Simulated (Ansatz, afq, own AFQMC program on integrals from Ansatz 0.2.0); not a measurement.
# Ge2H3 (doublet): AFQMC on the coupled-cluster ladder at scale of all distances = 1.962, cc-pVDZ

How near does AFQMC come to the top of the ladder for Ge2H3 (doublet)?

The runs use Ansatz 0.2.0, Gaussian basis, and an in-house AFQMC program (afq) on its integrals; all values are calculated; cc-pVDZ, frozen cores.

The runs, in order: PBE (unrestricted); r2SCAN (unrestricted); PBE0 (unrestricted); B3LYP (unrestricted); wB97M-V (unrestricted); B2PLYP (unrestricted); CCSD(T) on UHF; Phaseless AFQMC, CISD trial on UHF; Phaseless AFQMC, single-determinant trial on UHF.

4 further runs of the same task are left out: 4 that didn't finish.

## Step 1: The system

The geometry derives from a PBE0/def2-TZVP stationary point (not a proven minimum). All distances are scaled together. No spin-orbit coupling is included. The filled d shell of Ge may be among the frozen orbitals whatever the setting's name suggests; the logs give the count.

5 atoms, charge 0, spin multiplicity 2.

Atoms are counted from 1 here; the program's logs count them from 0.

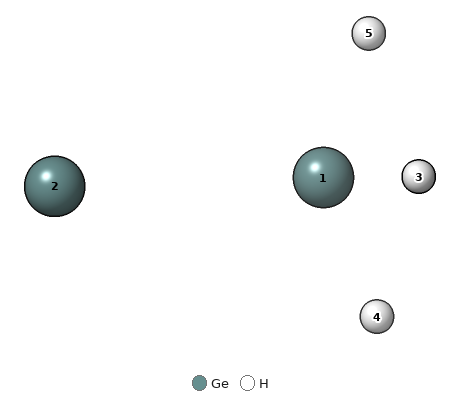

The geometry (germanium teal, hydrogen white); atoms are numbered from 1 in the order of the file.

Geometry (Å):

```xyz
5

Ge   -0.0039    0.0000    2.3691
Ge   -0.0027    0.0000   -2.5144
H     2.9435    0.0000    3.1160
H    -1.2334    2.4397    3.6771
H    -1.2335   -2.4397    3.6771
```

## Step 2: PBE (unrestricted)

File in.yaml:

```yaml
crystal:
  periodic: [false, false, false]
  atoms:
    - {symbol: Ge, position_ang: [-0.003903, 0.000001, 2.369113]}
    - {symbol: Ge, position_ang: [-0.002710, -0.000001, -2.514395]}
    - {symbol: H, position_ang: [2.943457, -0.000026, 3.115964]}
    - {symbol: H, position_ang: [-1.233406, 2.439713, 3.677071]}
    - {symbol: H, position_ang: [-1.233451, -2.439687, 3.677073]}
basis:
  gaussian: {orbitals: cc-pVDZ}
magnetization: {spin_polarized: true, initial_magnetization: 1}
hamiltonian: {xc: {name: PBE}}
output: {orbitals: {seedname: orbitals}}
```

Command:

```sh
> ansatz run in.yaml --threads 1 --pin off --events-out ev --progress --plain --max-ram 1382MiB
```

Log, cut to the lines that bear on the results:

```text
Functional definition: PBE
  name "PBE"
  cite "Perdew, Burke & Ernzerhof, Phys. Rev. Lett. 77, 3865 (1996) doi:10.1103/PhysRevLett.77.3865"
  parent pbe
[...]
790 factors; integrals over basis functions are off by at most 2.7e-4 eV
[...]
mean field -113054.77577101 eV, -4154.6863783052 hartree, gradient 1.1e-6 eV, S^2 2.689643; 23 other end points of the search recorded, 0 dependent functions left out
reference -113054.77582814 eV, -4154.6863804047 hartree; 34, 33 occupied and 35, 36 virtual orbitals, 790 factors
Total energy: -113054.77582814 eV, -4154.6863804047 hartree
```

Run time: 40 s. Hardware: 1 thread of AMD EPYC 9R45 (Zen 5), shared host.

From the report: ⟨S²⟩ of the determinant 2.690 (pure doublet: 0.75). The determinant is far from a pure spin state, so its energy mixes those of several spin states (harmless only where they are near-degenerate, as at dissociation).

## Step 3: r2SCAN (unrestricted)

Changes to in.yaml since step 2:

```diff
@@ -11,3 +11,2 @@
 magnetization: {spin_polarized: true, initial_magnetization: 1}
-hamiltonian: {xc: {name: PBE}}
-output: {orbitals: {seedname: orbitals}}
+hamiltonian: {xc: {name: r2SCAN}}
```

The command is unchanged.

Log, cut to the lines that bear on the results:

```text
Functional definition: r2SCAN
  name "r2SCAN"
  cite "Furness, Kaplan, Ning, Perdew & Sun, J. Phys. Chem. Lett. 11, 8208 (2020) doi:10.1021/acs.jpclett.0c02405"
  cite "Furness, Kaplan, Ning, Perdew & Sun, J. Phys. Chem. Lett. 11, 9248 (2020) doi:10.1021/acs.jpclett.0c03077"
  parent r2scan
[...]
790 factors; integrals over basis functions are off by at most 2.7e-4 eV
[...]
mean field -113071.01233373 eV, -4155.2830609795 hartree, gradient 2.5e-6 eV, S^2 2.953115; 27 other end points of the search recorded, 0 dependent functions left out
reference -113071.01235072 eV, -4155.2830616041 hartree; 34, 33 occupied and 35, 36 virtual orbitals, 790 factors
Total energy: -113071.01235072 eV, -4155.2830616041 hartree
```

Run time: 1.9 min. Hardware: 1 thread of AMD EPYC 9R45 (Zen 5), shared host.

From the report: ⟨S²⟩ of the determinant 2.953 (pure doublet: 0.75). The determinant is far from a pure spin state, so its energy mixes those of several spin states (harmless only where they are near-degenerate, as at dissociation).

## Step 4: PBE0 (unrestricted)

Changes to in.yaml since step 3:

```diff
@@ -11,2 +11,3 @@
 magnetization: {spin_polarized: true, initial_magnetization: 1}
-hamiltonian: {xc: {name: r2SCAN}}
+hamiltonian: {xc: {name: PBE0}}
+output: {orbitals: {seedname: orbitals}}
```

The command is unchanged.

Log, cut to the lines that bear on the results:

```text
Functional definition: PBE0
  name "PBE0"
  cite "Adamo & Barone, J. Chem. Phys. 110, 6158 (1999) doi:10.1063/1.478522"
  cite "Perdew, Burke & Ernzerhof, Phys. Rev. Lett. 77, 3865 (1996) doi:10.1103/PhysRevLett.77.3865"
  parent pbe
[...]
790 factors; integrals over basis functions are off by at most 2.7e-4 eV
[...]
mean field -113057.48503205 eV, -4154.7859418123 hartree, gradient 4.9e-6 eV, S^2 3.103381; 21 other end points of the search recorded, 0 dependent functions left out
reference -113057.48507531 eV, -4154.7859434018 hartree; 34, 33 occupied and 35, 36 virtual orbitals, 790 factors
Total energy: -113057.48507531 eV, -4154.7859434018 hartree
```

Run time: 63 s. Hardware: 1 thread of AMD EPYC 9R45 (Zen 5), shared host; peak memory 0.35 GiB.

From the report: ⟨S²⟩ of the determinant 3.103 (pure doublet: 0.75). The determinant is far from a pure spin state, so its energy mixes those of several spin states (harmless only where they are near-degenerate, as at dissociation).

## Step 5: B3LYP (unrestricted)

Changes to in.yaml since step 4:

```diff
@@ -11,3 +11,2 @@
 magnetization: {spin_polarized: true, initial_magnetization: 1}
-hamiltonian: {xc: {name: PBE0}}
-output: {orbitals: {seedname: orbitals}}
+hamiltonian: {xc: {name: B3LYP}}
```

Same command.

Log, cut to the lines that bear on the results:

```text
Functional definition: B3LYP
  name "B3LYP"
  cite "Stephens, Devlin, Chabalowski & Frisch, J. Phys. Chem. 98, 11623 (1994) doi:10.1021/j100096a001"
  cite "Becke, Phys. Rev. A 38, 3098 (1988) doi:10.1103/PhysRevA.38.3098"
  cite "Lee, Yang & Parr, Phys. Rev. B 37, 785 (1988) doi:10.1103/PhysRevB.37.785"
  cite "Vosko, Wilk & Nusair, Can. J. Phys. 58, 1200 (1980) doi:10.1139/p80-159"
[...]
790 factors; integrals over basis functions are off by at most 2.7e-4 eV
[...]
mean field -113074.60362303 eV, -4155.4150384272 hartree, gradient 6.1e-6 eV, S^2 2.810247; 18 other end points of the search recorded, 0 dependent functions left out
reference -113074.60398016 eV, -4155.4150515515 hartree; 34, 33 occupied and 35, 36 virtual orbitals, 790 factors
Total energy: -113074.60398016 eV, -4155.4150515515 hartree
```

Run time: 46 s. Hardware: 1 thread of AMD EPYC 9R45 (Zen 5), shared host; peak memory 0.34 GiB.

From the report: ⟨S²⟩ of the determinant 2.810 (pure doublet: 0.75). The determinant is far from a pure spin state, so its energy mixes those of several spin states (harmless only where they are near-degenerate, as at dissociation).

## Step 6: wB97M-V (unrestricted)

Changes to in.yaml since step 5:

```diff
@@ -11,2 +11,3 @@
 magnetization: {spin_polarized: true, initial_magnetization: 1}
-hamiltonian: {xc: {name: B3LYP}}
+hamiltonian: {xc: {name: wB97M-V}}
+output: {orbitals: {seedname: orbitals}}
```

Same command.

Log, cut to the lines that bear on the results:

```text
Functional definition: wB97M-V
  name "wB97M-V"
  cite "Mardirossian & Head-Gordon, J. Chem. Phys. 144, 214110 (2016) doi:10.1063/1.4952647"
  cite "Becke, J. Chem. Phys. 107, 8554 (1997) doi:10.1063/1.475007"
  cite "Vydrov & Van Voorhis, J. Chem. Phys. 133, 244103 (2010) doi:10.1063/1.3521275"
  # Of w^i u^j: cxij and so on, Table III.
[...]
  gx(w, u) = 1 - cx + cx01*u + cx10*w
  gss(w, u) = css00 + css04*u^4 + css10*w + css20*w^2 + css43*w^4*u^3
  gos(w, u) = cos00 + cos10*w + (cos20 + cos21*u)*w^2 + (cos60 + cos61*u)*w^6
[...]
      + integral(e_c_pw_mod_opposite_spin*gos(b97_w_opposite, b97_u_opposite)) + vv10(b, c)
790 factors; integrals over basis functions are off by at most 2.7e-4 eV
224 factors; integrals over basis functions are off by at most 3.0e-5 eV
[...]
mean field -113064.99083970 eV, -4155.0617751557 hartree, gradient 4.6e-6 eV, S^2 3.148527; 17 other end points of the search recorded, 0 dependent functions left out
reference -113064.99088918 eV, -4155.0617769739 hartree; 34, 33 occupied and 35, 36 virtual orbitals, 790 factors
Total energy: -113064.99088918 eV, -4155.0617769739 hartree
```

It took 3.7 min on 1 thread of AMD EPYC 9R45 (Zen 5), shared host; peak memory 0.49 GiB.

From the report: ⟨S²⟩ of the determinant 3.149 (pure doublet: 0.75). The determinant is far from a pure spin state, so its energy mixes those of several spin states (harmless only where they are near-degenerate, as at dissociation).

## Step 7: B2PLYP (unrestricted)

Changes to in.yaml since step 6:

```diff
@@ -11,3 +11,3 @@
 magnetization: {spin_polarized: true, initial_magnetization: 1}
-hamiltonian: {xc: {name: wB97M-V}}
-output: {orbitals: {seedname: orbitals}}
+hamiltonian: {xc: {name: B2PLYP}}
+correlation: {electrons: outside_noble_gas}
```

Launched as before.

Log, cut to the lines that bear on the results:

```text
Functional definition: B2PLYP
  name "B2PLYP"
  cite "Grimme, J. Chem. Phys. 124, 034108 (2006) doi:10.1063/1.2148954"
  cite "Becke, Phys. Rev. A 38, 3098 (1988) doi:10.1103/PhysRevA.38.3098"
  cite "Lee, Yang & Parr, Phys. Rev. B 37, 785 (1988) doi:10.1103/PhysRevB.37.785"
[...]
790 factors; integrals over basis functions are off by at most 2.7e-4 eV
[...]
mean field -113048.23177361 eV, -4154.4458908364 hartree, gradient 1.8e-10 eV, S^2 3.260899; 22 other end points of the search recorded, 0 dependent functions left out
28 core orbitals not correlated: weight in the atoms' cores, before any rotation towards them, 1.000 or more for the frozen orbitals, at most 0.000 for the correlated occupied ones
reference -113048.23199947 eV, -4154.4458991368 hartree; 6, 5 occupied and 35, 36 virtual orbitals, 790 factors
second order -3.16679518 eV of doubles, -0.00000000 eV of singles
Total energy: -113049.08703417 eV, -4154.4773210824 hartree
```

It took 76 s on 1 thread of AMD EPYC 9R45 (Zen 5), shared host; peak memory 0.34 GiB.

From the report: ⟨S²⟩ of the determinant 3.261 (pure doublet: 0.75). The determinant is far from a pure spin state, so its energy mixes those of several spin states (harmless only where they are near-degenerate, as at dissociation).

## Step 8: CCSD(T) on UHF

Changes to in.yaml since step 7:

```diff
@@ -11,3 +11,2 @@
 magnetization: {spin_polarized: true, initial_magnetization: 1}
-hamiltonian: {xc: {name: B2PLYP}}
-correlation: {electrons: outside_noble_gas}
+correlation: {method: ccsd_t, electrons: outside_noble_gas, hamiltonian_folder: ham}
```

The command is unchanged.

Log, cut to the lines that bear on the results:

```text
Functional definition: HF
  name "HF"
  cite "Fock, Z. Phys. 61, 126 (1930) doi:10.1007/BF01340294"
  parent pbe
[...]
790 factors; integrals over basis functions are off by at most 2.7e-4 eV
[...]
mean field -112984.11666534 eV, -4152.0897040662 hartree, gradient 1.5e-10 eV, S^2 3.527496; 60 other end points of the search recorded, 0 dependent functions left out
determinant -112984.11666534 eV, -4152.0897040662 hartree, with singles and doubles -112987.45944595 eV, -4152.2125489879 hartree
determinant -112984.11629527 eV, -4152.0896904664 hartree, with singles and doubles -112987.45881633 eV, -4152.2125258497 hartree
determinant -112984.06864638 eV, -4152.0879394022 hartree, with singles and doubles -112987.34767277 eV, -4152.2084413993 hartree
determinant -112984.06640895 eV, -4152.0878571782 hartree, with singles and doubles -112987.34534325 eV, -4152.2083557912 hartree
[...]
determinant -112983.73826948 eV, -4152.0757982750 hartree, with singles and doubles -112987.20045977 eV, -4152.2030314216 hartree
determinant -112983.73796096 eV, -4152.0757869372 hartree, with singles and doubles -112987.19989846 eV, -4152.2030107937 hartree
determinant -112983.65380270 eV, -4152.0726941780 hartree, with singles and doubles -112987.06574381 eV, -4152.1980807011 hartree
determinant -112982.46882096 eV, -4152.0291469025 hartree, with singles and doubles -112987.33702406 eV, -4152.2080500664 hartree
28 core orbitals not correlated: weight in the atoms' cores, before any rotation towards them, 1.000 or more for the frozen orbitals, at most 0.000 for the correlated occupied ones
reference -112984.11666534 eV, -4152.0897040662 hartree; 6, 5 occupied and 35, 36 virtual orbitals, 790 factors
second order -2.31836681 eV of doubles, -0.00000000 eV of singles
cycle   1  -3.42086128 eV  change    1.1e-7 eV  update   7.3e-6
perturbative correction -0.10349451 eV, -0.0038033533 hartree
Total energy: -112987.64102113 eV, -4152.2192217528 hartree
```

It took 2.7 min on 1 thread of AMD EPYC 9R45 (Zen 5), shared host; peak memory 0.3 GiB.

From the report: ⟨S²⟩ of the determinant 3.527 (pure doublet: 0.75); correlation -3.5244 eV; T1 0.045; largest double amplitude 0.12. The determinant is far from a pure spin state, so its energy mixes those of several spin states (harmless only where they are near-degenerate, as at dissociation).

This run also writes the integrals to the folder ham.

## Step 9: Phaseless AFQMC, CISD trial on UHF

It reads the integrals that the CCSD(T) run on this determinant wrote.

Command:

```sh
> afq ham --method phaseless --trial cisd --walkers 60 --populations 1 --least-time 40 --time-step 0.005 --steps-per-block 50 --equilibration-blocks 40 --max-blocks 300 --target-error 0.0008 --factor-cut 1e-05 --start spin_pure --seed 6439 --release-times 0.24,0.51,0.99,1.62,2.4 --release-step 0.03 --release-every 4 --taylor-order 6
```

Log:

```text
orbitals 41  electrons 6 5  factors 239 of 790
reference energy -4152.08970407 Eh
CCSD correlation -0.12571380 Eh in 36 cycles, weight of the determinant in the CISD state 0.7722
energy of the start -4152.177258 Eh
 block  time / (1/Eh)  mean weight  energy / Eh
     1     0.250  1.0003  -4152.188458
     2     0.500  1.0014  -4152.195984
     3     0.750  0.9998  -4152.203522
     4     1.000  1.0001  -4152.207064
     5     1.250  1.0000  -4152.209409
     6     1.500  0.9997  -4152.217386
     7     1.750  0.9994  -4152.214894
     8     2.000  1.0015  -4152.214704
     9     2.250  1.0005  -4152.217323
    10     2.500  0.9988  -4152.217515
    11     2.750  1.0010  -4152.217011
    16     4.000  0.9986  -4152.226827
    21     5.250  1.0008  -4152.230477
    26     6.500  0.9992  -4152.222691
    31     7.750  0.9994  -4152.226856
    36     9.000  1.0008  -4152.223262
    41    10.250  1.0022  -4152.227015
    46    11.500  1.0000  -4152.227878
    51    12.750  0.9999  -4152.225820
    56    14.000  0.9996  -4152.230443
    61    15.250  0.9967  -4152.219854
    66    16.500  0.9999  -4152.220207
    71    17.750  0.9993  -4152.218114
    76    19.000  0.9998  -4152.226113
    81    20.250  1.0009  -4152.222468
    86    21.500  0.9840  -4152.222622
    91    22.750  1.0002  -4152.220897
    96    24.000  0.9992  -4152.222623
   101    25.250  0.9996  -4152.225884
   106    26.500  0.9988  -4152.223103
   111    27.750  1.0014  -4152.230115
   116    29.000  1.0006  -4152.226703
   121    30.250  0.9998  -4152.220565
   126    31.500  0.9995  -4152.218806
   131    32.750  1.0012  -4152.226706
   136    34.000  1.0003  -4152.221713
   141    35.250  1.0012  -4152.220285
   146    36.500  0.9985  -4152.217935
   151    37.750  1.0027  -4152.228730
   156    39.000  1.0005  -4152.236362
   161    40.250  1.0012  -4152.223523
   166    41.500  1.0003  -4152.217166
   171    42.750  0.9997  -4152.224983
   176    44.000  0.9979  -4152.231834
   181    45.250  0.9994  -4152.218958
   186    46.500  0.9982  -4152.223958
   191    47.750  0.9987  -4152.221752
   196    49.000  1.0026  -4152.229334
blocks merged  error / Eh  count
     1  0.000377  160
     2  0.000501  80
     4  0.000655  40
     8  0.000782  20
    16  0.000740  10
released: time / (1/Eh)  energy / Eh  error  mean overlap
  0.24  -4152.224934  0.001044  1.0150
  0.51  -4152.225438  0.001025  1.0012
  0.99  -4152.224745  0.001261  1.0034
  1.62  -4152.225269  0.001044  1.0128
  2.40  -4152.225388  0.001778  1.0154
energy -4152.224079 +/- 0.000782 Eh
```

Run time: 2.3 min. Hardware: 1 thread of AMD EPYC 9R45 (Zen 5), shared host.

Energy -112987.7732 ± 0.0213 eV. Caveats: constraint bias not in the error.

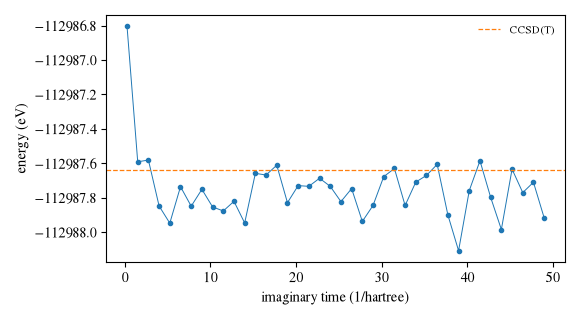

Block energies along the walk.

## Step 10: Phaseless AFQMC, single-determinant trial on UHF

It reads the integrals that the CCSD(T) run on this determinant wrote.

Command:

```sh
> afq ham --method phaseless --trial hf --walkers 120 --populations 1 --least-time 40 --time-step 0.005 --steps-per-block 20 --equilibration-blocks 160 --max-blocks 600 --target-error 0.0024000000000000002 --factor-cut 1e-05 --start spin_pure --seed 5043 --taylor-order 6
```

Log:

```text
orbitals 41  electrons 6 5  factors 239 of 790
reference energy -4152.08970407 Eh
CCSD correlation -0.12571380 Eh in 36 cycles, weight of the determinant in the CISD state 0.7722
energy of the start -4152.101879 Eh
 block  time / (1/Eh)  mean weight  energy / Eh
     1     0.100  1.0001  -4152.116810
     2     0.200  1.0008  -4152.130170
     3     0.300  1.0009  -4152.141145
     4     0.400  1.0001  -4152.151499
     5     0.500  1.0008  -4152.160304
     6     0.600  1.0010  -4152.168884
     7     0.700  1.0009  -4152.175907
     8     0.800  1.0007  -4152.179625
     9     0.900  0.9996  -4152.184514
    10     1.000  0.9992  -4152.185013
    15     1.500  0.9989  -4152.202372
    29     2.900  0.9995  -4152.220797
    43     4.300  1.0011  -4152.230513
    57     5.700  0.9992  -4152.240460
    71     7.100  1.0003  -4152.225726
    85     8.500  0.9980  -4152.223502
    99     9.900  1.0013  -4152.222316
   113    11.300  0.9988  -4152.239000
   127    12.700  1.0002  -4152.227962
   141    14.100  1.0002  -4152.222051
   155    15.500  0.9989  -4152.220652
   169    16.900  1.0001  -4152.219317
   183    18.300  1.0001  -4152.199752
   197    19.700  0.9994  -4152.210217
   211    21.100  0.9990  -4152.204591
   225    22.500  1.0008  -4152.213017
   239    23.900  0.9997  -4152.219729
   253    25.300  1.0015  -4152.207438
   267    26.700  1.0019  -4152.228206
   281    28.100  1.0006  -4152.218210
   295    29.500  1.0017  -4152.232111
   309    30.900  1.0002  -4152.231876
   323    32.300  1.0008  -4152.241237
   337    33.700  1.0011  -4152.228371
   351    35.100  1.0007  -4152.215809
   365    36.500  0.9996  -4152.223257
   379    37.900  0.9997  -4152.234083
   393    39.300  1.0003  -4152.232682
   407    40.700  0.9979  -4152.238100
   421    42.100  0.9992  -4152.205700
   435    43.500  1.0008  -4152.232664
   449    44.900  0.9999  -4152.225077
   463    46.300  1.0011  -4152.234803
   477    47.700  1.0004  -4152.223479
   491    49.100  0.9975  -4152.219163
   505    50.500  1.0029  -4152.225408
   519    51.900  0.9996  -4152.215335
   533    53.300  1.0014  -4152.205124
   547    54.700  1.0018  -4152.217998
blocks merged  error / Eh  count
     1  0.000499  400
     2  0.000679  200
     4  0.000927  100
     8  0.001234  50
    16  0.001589  25
    32  0.001891  12
energy -4152.222321 +/- 0.001589 Eh
```

Run time: 1.8 min. Hardware: 1 thread of AMD EPYC 9R45 (Zen 5), shared host.

Energy -112987.7254 ± 0.0432 eV. The run doesn't count as converged. Caveats: constraint bias not in the error; error not settled.

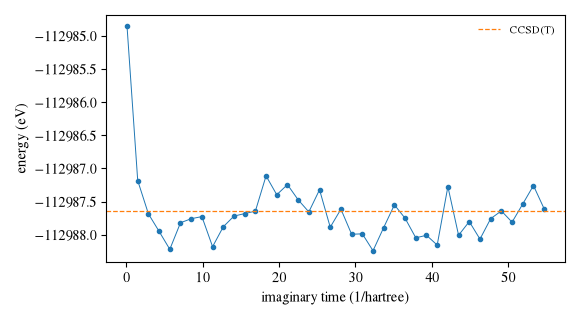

Block energies along the walk.

## Step 11: AFQMC on the ladder

On the UHF determinant, counted from CCSD(T) (a yardstick, not exact):

```csv
level,energy (eV),from CCSD(T) (kJ/mol),statistical error (kJ/mol),time
HF,-112984.1167,+340.0,,
MP2,-112986.4350,+116.4,,
CCSD,-112987.5375,+10.0,,
CCSD(T),-112987.6410,0.0,,
"Phaseless AFQMC, CISD trial, step 0.005, 60 walkers",-112987.7732,-12.8,2.1,2.3 min
```

The functionals' totals stand on their own zeros and serve differences with other points: PBE -113054.776 eV; r2SCAN -113071.012 eV; PBE0 -113057.485 eV; B3LYP -113074.604 eV; wB97M-V -113064.991 eV; B2PLYP -113049.087 eV.

## Step 12: What came out

```
                                       quantity               value
Phaseless AFQMC, CISD trial on UHF from CCSD(T)  -12.8 ± 2.1 kJ/mol
```

**Reading.** On UHF the phaseless walk with the CISD trial lies -12.8 kJ/mol from CCSD(T), 6 times its error bar. Error bars are statistical and leave out the constraint, the time step and what remains of the start.
